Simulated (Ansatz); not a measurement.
The end point of a relaxation of ZnS. Space group F-43m (No. 216), zinc blende type. All values below come from PBE (plane waves to 420 eV, PAW, scalar-relativistic; Ansatz, an electronic-structure program).

```cif
data_S4Zn4
_chemical_formula_sum 'S4 Zn4'
_space_group_name_H-M_alt 'F-43m'
_space_group_IT_number 216
_space_group_name_Hall 'F -4 2 3'
_cell_length_a 5.44325
_cell_length_b 5.44325
_cell_length_c 5.44325
_cell_angle_alpha 90.000
_cell_angle_beta 90.000
_cell_angle_gamma 90.000
loop_
_atom_site_label
_atom_site_type_symbol
_atom_site_symmetry_multiplicity
_atom_site_Wyckoff_symbol
_atom_site_fract_x
_atom_site_fract_y
_atom_site_fract_z
_atom_site_occupancy
S1 S 4 c 0.25000 0.25000 0.25000 1
Zn1 Zn 4 a 0.00000 0.00000 0.00000 1
```
(The calculation used a cell of 2 atoms; values per cell refer to that cell.)

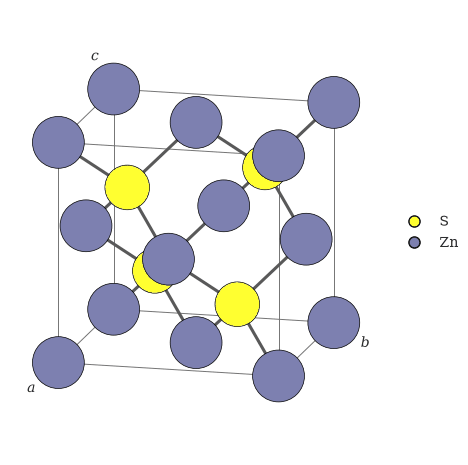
Fig. 1. The conventional cell of the relaxed structure

```yaml
volume_per_atom: 20.16 Å³
band_gap: 2.01 eV, direct at Γ (no spin-orbit coupling)
shortest_distances: S–Zn 2.36 Å
k-mesh: 10×10×10
```

Band energies at high-symmetry points (eV from the VBM; labels of this space group; no spin-orbit coupling), from −5 eV up to 3.8 eV:

| point | energies |
|---|---|
| Γ | 0.00 0.00 0.00 2.01 |
| X | -4.48 -2.14 -2.14 3.45 |
| U | -4.52 -3.01 -1.74 |
| K | -4.52 -3.01 -1.74 |
| L | -0.84 -0.84 3.26 |
| W | -4.49 -2.65 -2.63 |

No spin polarisation in the result.

Measured for ZnS: a 5.41 Å (room temperature; as listed in Martin Albrecht, Beate Paulus, Hermann Stoll, Phys. Rev. B (1997)); gap 3.94 eV (static lattice; corrected from measurement; as listed in Wei Chen et al., Physical Review Materials (2018)). Computed minus measured — a: PBE +0.6 %; gap: PBE -1.93 eV. The computed values are for a static lattice, and a measured gap can be an optical one, lowered by exciton binding.

The run could not lose the symmetry of its start; a randomly shaken copy of 2 atoms returns to this structure.

All atoms sit on sites fixed by symmetry, so only the cell could relax.
